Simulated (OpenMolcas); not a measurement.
# CO: geometry relaxation (part 2 of 4)

The same run, continued: CO, SMILES [C-]#[O+]; PBE0/def2-SVP, RKS (OpenMolcas 26.06). The geometry comes from this level: PBE0-D4/def2-TZVP.

Geometry of the input (Å):
```
C  0.4799  -0.1551  0.2472
O  -0.4799  0.1551  -0.2472
```

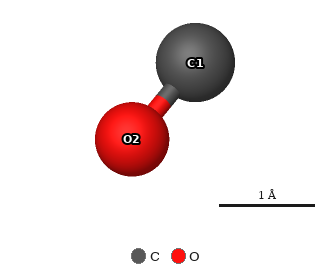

Figure 1. The input geometry (ball-and-stick view, seen at an oblique angle; atoms are numbered from 1 in the order of the input).

**Output, continued**
```
       +----------------------------------+----------------------------------+
       +    Cartesian Displacements       +    Gradient in internals         +
       +  Value      Threshold Converged? +  Value      Threshold Converged? +
 +-----+----------------------------------+----------------------------------+
 + RMS + 4.7722E-03  1.2000E-03     No    + 1.7265E-02  3.0000E-04     No    +
 +-----+----------------------------------+----------------------------------+
 + Max + 4.7722E-03  1.8000E-03     No    + 1.2209E-02  4.5000E-04     No    +
 +-----+----------------------------------+----------------------------------+

 Convergence not reached yet!

*****************************************************************************************************************
*****************************************************************************************************************

++ Geometry section

********************************************************************************
  Geometrical information of the new structure
********************************************************************************

 *********************************************************
 * Nuclear coordinates for the next iteration / bohr     *
 *********************************************************
  ATOM              X               Y               Z
  C1               0.910957       -0.294414        0.469241
  O2              -0.910957        0.294414       -0.469241

 *********************************************************
 * Nuclear coordinates for the next iteration / angstrom *
 *********************************************************
  ATOM              X               Y               Z
  C1               0.482058       -0.155797        0.248311
  O2              -0.482058        0.155797       -0.248311

                    ***************************************
                    *    InterNuclear Distances / bohr    *
                    ***************************************

               1 C1            2 O2
    1 C1       0.000000
    2 O2       2.132331        0.000000

                    *******************************************
                    *    InterNuclear Distances / angstrom    *
                    *******************************************

               1 C1            2 O2
    1 C1       0.000000
    2 O2       1.128381        0.000000
--
--- Stop Module: slapaf /rc=_RC_CONTINUE_LOOP_ ---

>>> END DO

--- Start Module: seward ---
--- Stop Module: seward /rc=_RC_ALL_IS_WELL_ ---

--- Start Module: scf ---
--- Stop Module: scf /rc=_RC_ALL_IS_WELL_ ---
--- Module scf spent 1 second ---

--- Start Module: slapaf ---
--- Stop Module: slapaf /rc=_RC_INVOKED_OTHER_MODULE_ ---

--- Start Module: alaska ---
 Rotational correction to the DFT gradient is turned off due to close-to-degeneracy problems!
--- Stop Module: alaska /rc=_RC_ALL_IS_WELL_ ---

--- Start Module: slapaf ---

**********************************************************************************************************************
*                                    Energy Statistics for Geometry Optimization                                     *
**********************************************************************************************************************
                       Energy     Grad      Grad              Step                 Estimated   Geom       Hessian
Iter      Energy       Change     Norm      Max    Element    Max     Element     Final Energy Update Update   Index
  1   -113.09603386  0.00000000 0.017265  0.012209 nrc001   0.009544  nrc001     -113.09609212 RS-RFO  None      0
  2   -113.09608791 -0.00005404 0.001142 -0.000808 nrc001  -0.000602  nrc001     -113.09608815 RS-RFO  BFGS      0

       +----------------------------------+----------------------------------+
       +    Cartesian Displacements       +    Gradient in internals         +
       +  Value      Threshold Converged? +  Value      Threshold Converged? +
 +-----+----------------------------------+----------------------------------+
 + RMS + 3.0106E-04  1.2000E-03     Yes   + 1.1421E-03  3.0000E-04     No    +
 +-----+----------------------------------+----------------------------------+
 + Max + 3.0106E-04  1.8000E-03     Yes   + 8.0761E-04  4.5000E-04     No    +
 +-----+----------------------------------+----------------------------------+

 Convergence not reached yet!

*****************************************************************************************************************
*****************************************************************************************************************

++ Geometry section

********************************************************************************
  Geometrical information of the new structure
********************************************************************************

 *********************************************************
 * Nuclear coordinates for the next iteration / bohr     *
 *********************************************************
  ATOM              X               Y               Z
  C1               0.910700       -0.294331        0.469108
  O2              -0.910700        0.294331       -0.469108

 *********************************************************
 * Nuclear coordinates for the next iteration / angstrom *
 *********************************************************
  ATOM              X               Y               Z
  C1               0.481922       -0.155753        0.248241
  O2              -0.481922        0.155753       -0.248241

--
--- Stop Module: slapaf /rc=_RC_CONTINUE_LOOP_ ---

>>> END DO

--- Start Module: seward ---
--- Stop Module: seward /rc=_RC_ALL_IS_WELL_ ---

--- Start Module: scf ---
--- Stop Module: scf /rc=_RC_ALL_IS_WELL_ ---

--- Start Module: slapaf ---
--- Stop Module: slapaf /rc=_RC_INVOKED_OTHER_MODULE_ ---

--- Start Module: alaska ---
 Rotational correction to the DFT gradient is turned off due to close-to-degeneracy problems!
--- Stop Module: alaska /rc=_RC_ALL_IS_WELL_ ---

--- Start Module: slapaf ---

**********************************************************************************************************************
*                                    Energy Statistics for Geometry Optimization                                     *
**********************************************************************************************************************
                       Energy     Grad      Grad              Step                 Estimated   Geom       Hessian
Iter      Energy       Change     Norm      Max    Element    Max     Element     Final Energy Update Update   Index
  1   -113.09603386  0.00000000 0.017265  0.012209 nrc001   0.009544  nrc001     -113.09609212 RS-RFO  None      0
  2   -113.09608791 -0.00005404 0.001142 -0.000808 nrc001  -0.000602  nrc001     -113.09608815 RS-RFO  BFGS      0
  3   -113.09608815 -0.00000024 0.000000  0.000000 nrc001   0.000000  nrc001     -113.09608815 RS-RFO  BFGS      0

       +----------------------------------+----------------------------------+
       +    Cartesian Displacements       +    Gradient in internals         +
       +  Value      Threshold Converged? +  Value      Threshold Converged? +
 +-----+----------------------------------+----------------------------------+
 + RMS + 0.0000E+00  1.2000E-03     Yes   + 4.3893E-08  3.0000E-04     Yes   +
 +-----+----------------------------------+----------------------------------+
 + Max + 1.1556E-08  1.8000E-03     Yes   + 3.1037E-08  4.5000E-04     Yes   +
 +-----+----------------------------------+----------------------------------+

 Geometry is converged in   3 iterations to a Minimum Structure

*****************************************************************************************************************
*****************************************************************************************************************

++ Geometry section

********************************************************************************
  Geometrical information of the final structure
********************************************************************************

  NOTE: on convergence the final predicted structure will be printed here.
  This is not identical to the structure printed in the head of the output.

 *********************************************************
 * Nuclear coordinates of the final structure / bohr     *
 *********************************************************
  ATOM              X               Y               Z
  C1               0.910700       -0.294331        0.469108
  O2              -0.910700        0.294331       -0.469108

 *********************************************************
 * Nuclear coordinates of the final structure / angstrom *
 *********************************************************
  ATOM              X               Y               Z
  C1               0.481922       -0.155753        0.248241
  O2              -0.481922        0.155753       -0.248241

                    ***************************************
                    *    InterNuclear Distances / bohr    *
                    ***************************************

               1 C1            2 O2
    1 C1       0.000000
    2 O2       2.131729        0.000000

                    *******************************************
                    *    InterNuclear Distances / angstrom    *
                    *******************************************

               1 C1            2 O2
    1 C1       0.000000
    2 O2       1.128063        0.000000
--
--- Stop Module: slapaf /rc=_RC_INVOKED_OTHER_MODULE_ ---

--- Start Module: last_energy ---

                                            &LAST_ENERGY

                       available to each process: 1.9 GB of memory, 1 thread

    Geometry read from RUNFILE

               SEWARD will generate:
                  Multipole Moment integrals up to order  2
                  Kinetic Energy integrals
                  Nuclear Attraction integrals (point charge)
                  One-Electron Hamiltonian integrals
                  Velocity integrals
                  Orbital angular momentum around ( -0.1294   0.0418  -0.0667 )
                  Velocity quadrupole around ( -0.1300   0.0420  -0.0669 )
                  Two-Electron Repulsion integrals

                   Integrals are discarded if absolute value <: 1.00E-14
                   Integral cutoff threshold is set to       <: 1.00E-16

            Nuclear Potential Energy             22.51692921 au

      Basis set specifications :
      Symmetry species         a
      Basis functions           28

 ###############################################################################
 ###     Minimized-density-differences option turned off!                    ###
 ###############################################################################
++    Input section:
      --------------

      Header of the integral files:

      Cartesian coordinates in angstrom:
      -----------------------------------------------------
      No.  Label        X            Y            Z
      -----------------------------------------------------
       1   C1         0.48192161  -0.15575337   0.24824135
       2   O2        -0.48192161   0.15575337  -0.24824135
      -----------------------------------------------------
      Nuclear repulsion energy =   22.51692921
--

++    Orbital specifications:
      -----------------------

      Symmetry species               1
                                     a
      Frozen orbitals                0
      Occupied orbitals              7
      Secondary orbitals            21
      Deleted orbitals               0
      Total number of orbitals      28
      Number of basis functions     28
--

      Molecular charge                           0.000

      Numerical integration parameters
      --------------------------------
      Radial quadrature type:                         MHL
      Size of radial grid:                            75
      Lebedev angular grid:                           29
      Angular grid pruned with the crowding factor:  3.00E+00
                                 and fading factor:  6.00E+00
      Screening threshold for integral computation:   1.00E-11
      Radial quadrature accuracy:                     1.00E-25
      Maximum batch size:                             128
      AO values are stored on disk
      The same grid will be used for all iterations.

      DFT functional specifications
      -----------------------------
      Using Libxc version: 6.2.2
      Please cite the following reference:
      S. Lehtola, C. Steigemann, M. J.T. Oliveira, and M. A.L. Marques.,  SoftwareX 7, 1–5 (2018) doi:10.1016/j.softx.2017.11.002

      * PBEH (PBE0)

++    Optimization specifications:
      ----------------------------
```
